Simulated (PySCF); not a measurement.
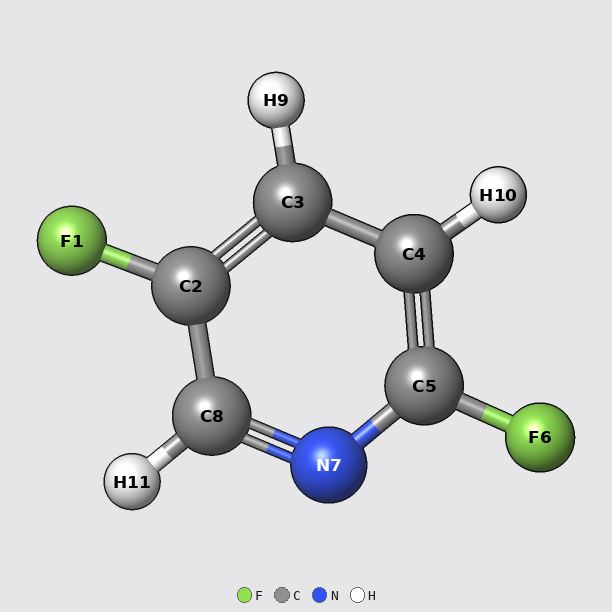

The computed structure is the end point of a PBE0-D3(BJ)/def2-TZVP optimisation. No frequency run is at hand to confirm it as a minimum. Method: GIAO ωB97X-D/pcSseg-2 NMR shielding, non-relativistic, gas phase (PySCF 2.14.0), and the same with a continuum solvent (IEF-PCM, Bondi radii x 1.2, gas-phase geometry).

How do dipole (D), HOMO–LUMO gap (eV), σ(N7) (ppm), σ(F6) (ppm), σ(H9) (ppm) change in chloroform (ε = 4.7)?

| medium | dipole (D) | HOMO–LUMO gap (eV) | σ(N7) (ppm) | σ(F6) (ppm) | σ(H9) (ppm) |
| --- | --- | --- | --- | --- | --- |
| gas phase | 2.41 | 9.70 | −59.9 | 254.0 | 23.95 |
| chloroform | 3.04 | 9.75 | −49.0 | 260.7 | 23.60 |
